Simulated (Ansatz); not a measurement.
## WS2: single-point calculation

- system: WS2 (slab, 3 atoms in the cell)
- method: DFT, hiss, plane waves, PAW (Ansatz 0.2.0)

The geometry comes from this level: r2SCAN. It belongs to a series of runs on one base structure; here: hamiltonian.xc = hiss.

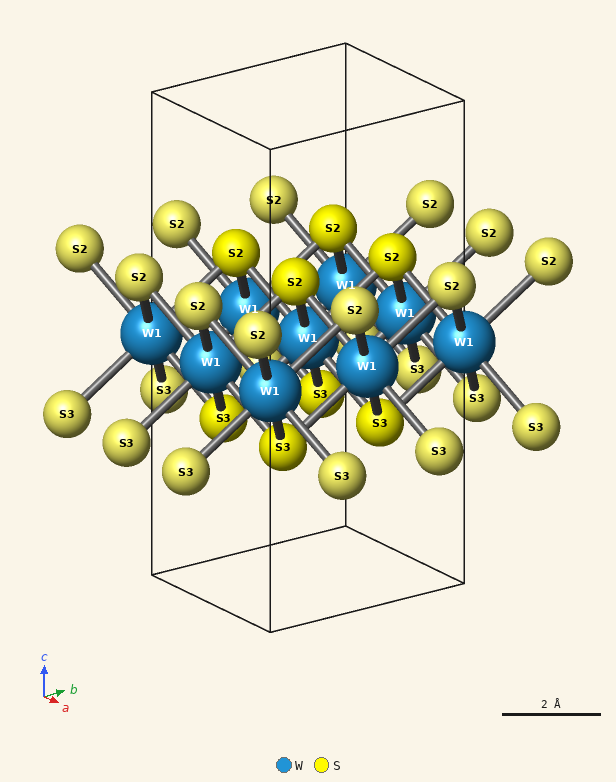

Fig. 1: The input geometry (ball-and-stick view of the 2 × 2 repeat of the cell, with the vacuum cut short, seen slightly off an axis; neighbours outside the cell are drawn fainter; atoms are numbered from 1 in the order of the input). An atom can appear more than once, as a periodic image. Near neighbours in the periodic cell (some may lie outside the picture): W has 6 S at 2.42 Å; S has 3 W at 2.42 Å.

## Input file
```yaml
crystal:
  lattice:
    - [3.2318841505, 0.0, 0.0]
    - [-1.6159420752, 2.7988937764, 0.0]
    - [0.0, 0.0, 30.3448279144]
  atoms:
    - { symbol: W, position: [0.0, 0.0, 0.2965909059] }
    - { symbol: S, position: [0.3333333333, 0.6666666667, 0.3474124203] }
    - { symbol: S, position: [0.6666666667, 0.3333333333, 0.2457693915] }
  periodic: [true, true, false]
kpoints:
  mp_grid: { grid: [6, 6, 1] }
hamiltonian:
  xc: hiss
scf:
  occupations: { method: fermi_dirac, width: 0.02 }
  n_extra_bands: 4
output:
  forces: true
  stress: true
  eigenvalues: true
```

Run on 4 threads of Arm Neoverse V1, 112 GiB of memory available, shared host.

Launch command:
```bash
ansatz run input.yaml --threads 4 --pin off --max-ram 4608MiB --backend cpu --events-out ev --progress --plain --runs-dir out
```

## Output
```
Error: inconsistent input (scf.exx.singularity, hamiltonian.xc): left to auto with a screened hybrid — auto would keep the own limit of the kernel of several ranges that all end (none), and with it the interaction's periodic images, which move energies and levels by what the mesh and the cell leave; type `singularity: none` to keep the periodic images (the run warns where they are large; a level whose exchange reaches to infinity bars it) or, where the run takes it, `regularized` to take out those of a point-like hole
```

## Outcome

- outcome: refused by the program

## Diagnosis

Settings chosen away from the usual ones: hamiltonian.xc = hiss. The program refused the input: “inconsistent input (scf.exx.singularity, hamiltonian.xc): left to auto with a screened hybrid — auto would keep the own limit of the kernel of several ranges that all end (none), and with it the interaction's periodic images, which move energies and levels by what the mesh and the cell leave; type `singularity: none` to keep the periodic images (the run warns where they are large …”
